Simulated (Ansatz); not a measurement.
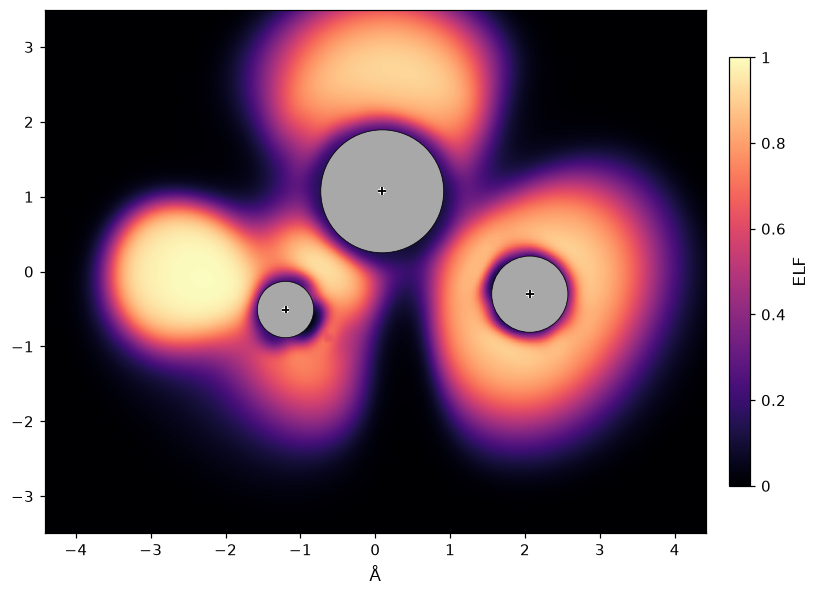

The ELF on a plane through atoms (crosses mark nuclei in the plane; grey discs cover the cores).

These are results of Ansatz, isolated molecule in a Gaussian basis; Kohn-Sham density functional theory, functional PBE0, not measurements.

Candidates:
A. CH4ClGe (SMILES [CH3][GeH-][Cl]) (charge −1)
B. F3NSi2 (SMILES F[Si](F)(F)N=[Si])
C. CH7GeOSi (SMILES [CH2]1[SiH2][OH+][GeH2]1) (charge +1)

Which system is this?

Answer. Candidate A: CH4ClGe on the plane of atoms C1, Ge3 and Cl2, which holds C, Cl and Ge. C–Ge (2.04 Å): the ELF peaks at about 0.95 in the valence shell of C, 0.7 Å from its nucleus, and is about 0.70 at the midpoint. Ge–Cl (2.40 Å): the ELF peaks at about 0.85 in the valence shell of Cl, 0.9 Å from its nucleus, and is about 0.60 at the midpoint.
